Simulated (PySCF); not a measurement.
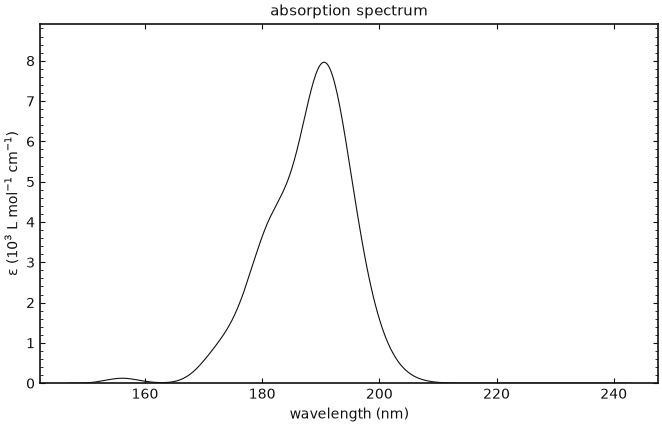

Vertical TDDFT excitations, PBE0/def2-SVPD with PySCF, at a GFN2-xTB geometry (no frequency check), gas phase. The lowest 6 singlet states are shown; each is broadened by a Gaussian of 1/e half-width 0.20 eV.

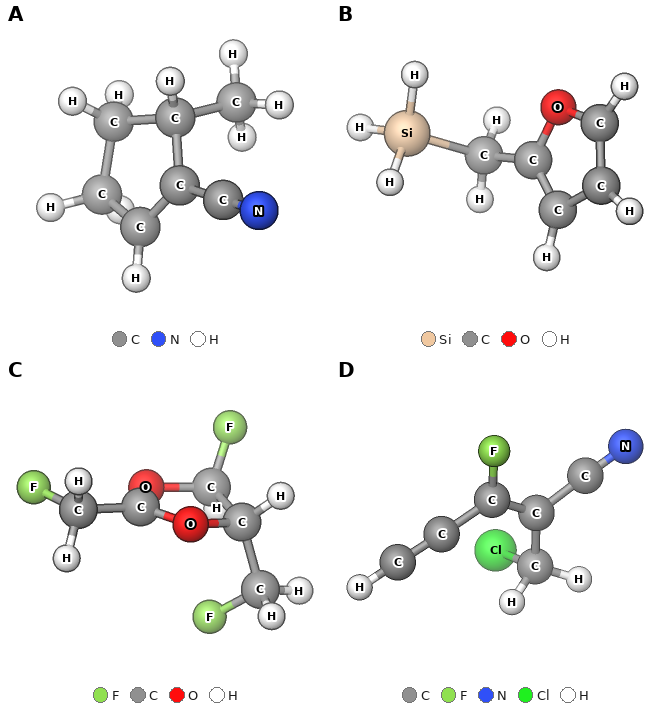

> Which molecule gives this spectrum? Choose among the lettered structures. Charge and spin: A neutral singlet; B neutral singlet; C +1 singlet; D neutral singlet.

Structure C, C₅H₆F₃O₂⁺, SMILES FC[C+]1O[C@@H](F)[C@H](CF)O1. Its lowest singlet lies at 6.31 eV (f = 0.014) and the brightest of those computed is S2 at 6.50 eV (191 nm), f = 0.089, mainly HOMO−1 → LUMO (98 %).

Caveats: the tight-binding geometry is rougher than a DFT one and adds to the error; one conformer of a flexible molecule; core orbitals are frozen in the response.
